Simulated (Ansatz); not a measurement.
# Br···SiH4 (charge −1): what the fields show

```csv
atom,x (Å),y (Å),z (Å)
Br,-0.1443,1.2625,-2.3923
Si,0.0235,-0.2057,0.3899
H,1.1483,-0.7934,-0.3733
H,0.1914,1.2214,0.7476
H,0.1046,-0.9153,1.7342
H,-1.3235,-0.5695,-0.1061
```

Geometry: PBE0-D4/def2-TZVP.

Theory: RKS PBE0-D4/def2-TZVPPD in Ansatz.

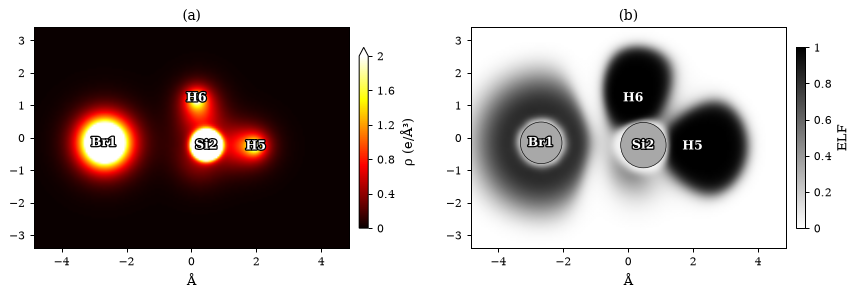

Figure 1. (a) total electron density; (b) electron localisation function on the plane of atoms H5, Si2 and H6. Grey discs cover the atomic cores in the ELF map.

Q: Read the bonding off the picture.

A: The plane passes through Br, Si and H nuclei.

Br1···H6 (3.16 Å): the density falls to about 0.08 e/Å³ on the way; the ELF dips to about 0.10 between them: a weak contact between the two molecules.
Si–H (1.48 Å): the density is about 0.82 e/Å³ at the midpoint; the ELF climbs to about 1 towards the hydrogen, as it does in any bond to H.

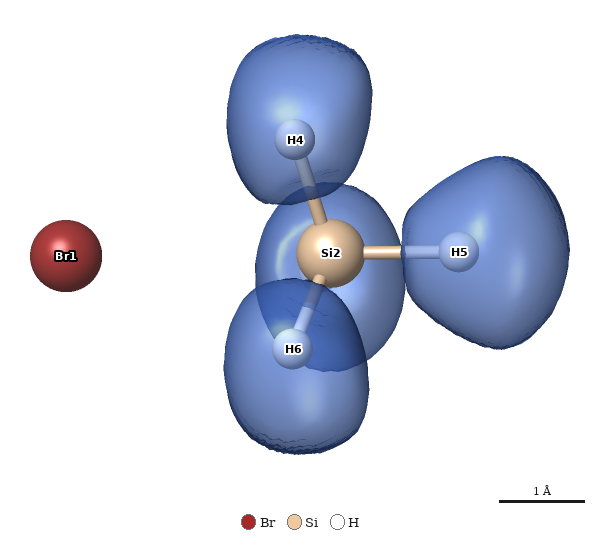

Figure 2. Isosurface of the electron localisation function at 0.9 (blue), seen at an oblique angle. Only the valence region is drawn (cores and ρ < 0.01 e/Å³ removed).

Q: Describe the localisation domains.

A: The ELF exceeds this value in four regions around hydrogen nuclei.

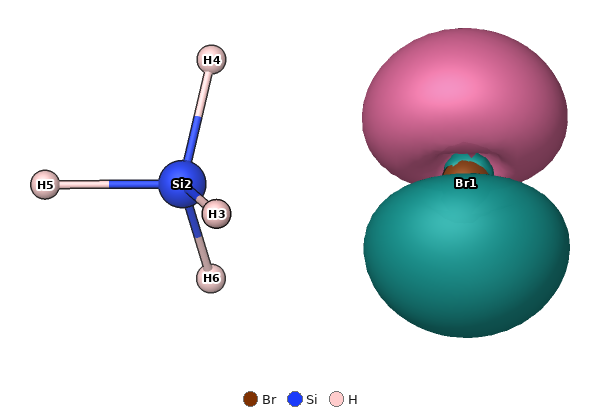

Figure 3. The HOMO at ±0.15 Å⁻³ᐟ² (teal and pink are the two phases), seen at a tilt.

Q: Describe this orbital and give its energy.

A: It lies mainly on Br1 (about 95 %); largely a lone pair of Br1. It is one of a degenerate set, so its orientation is arbitrary. Its energy is −1.63 eV.
